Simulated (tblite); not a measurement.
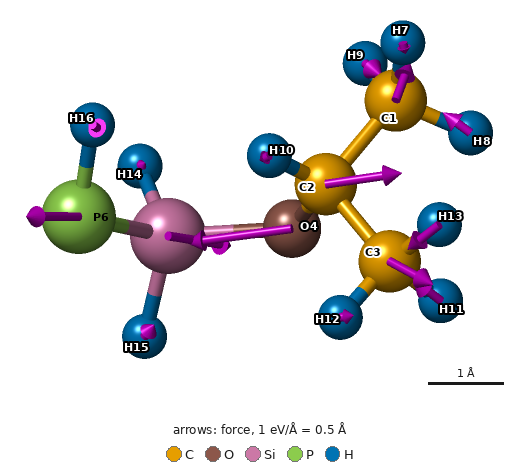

Starting geometry of C3H10OPSi (multiplicity 2) with the computed forces as purple arrows. The picture is a ball-and-stick view, seen at a tilt.

Theory: tblite, GFN2-xTB geometry optimisation, gas phase. 

Question: What follows when this structure is relaxed?

Answer: It isn't relaxed: the largest force vector, on the O atom, is 2.98 eV/Å. The final displacements have little in common with the starting forces (cosine between the two patterns 0.11). The largest move after the best rigid fit is that of an H atom, 1.95 Å. By element the largest moves are H 1.95 Å, P 0.79 Å, O 0.55 Å, C 0.38 Å, Si 0.25 Å. Among the contacts that change: P–Si 2.129 → 2.234 Å, O–Si 1.678 → 1.614 Å, C–H 1.129 → 1.086 Å, C–O 1.363 → 1.405 Å. Bond angles that change, for instance: Si–P–H 114.7° → 94.6°, C–O–Si 118.0° → 129.5°, O–C–H 117.1° → 108.5°. Groups turn about P–Si by about 130°, C–O by about 40°, C–C by about 30°. The energy falls by 78.0 kJ/mol in 143 geometry steps.
